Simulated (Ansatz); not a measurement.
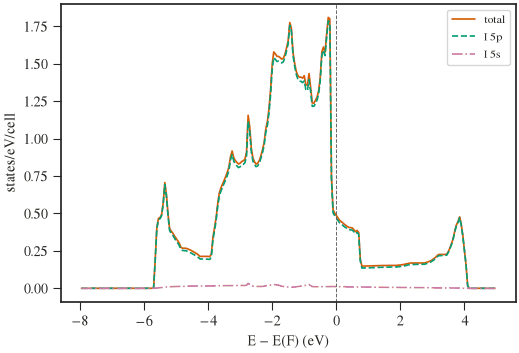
Figure. Total and projected density of states of I in space group Immm (No. 71; I on 2d), plane-wave PAW r²SCAN+D4 (Ansatz code)

Question: Which orbitals carry the states next to the Fermi level?

Answer: Within 0.5 eV of the Fermi level: I 5p 98 %. Projections are on Löwdin-orthogonalised atomic valence shells; empty p or d shells of many metals are not among them.

The workflow started from a Materials Project entry (that database holds measured and hypothetical structures alike); the Crystallography Open Database copy checked does not list it. It is not the phase usual at ambient conditions (space group No. 64). The cell was relaxed with r²SCAN+D4 under the symmetry of its start; its stability against distortions is not shown here. With an odd number of electrons in the cell and no spin polarisation, the count alone makes it a metal. Scalar-relativistic: spin–orbit coupling is off unless named, which matters more the heavier the elements.

Potentials: the later of the program's two PAW sets.
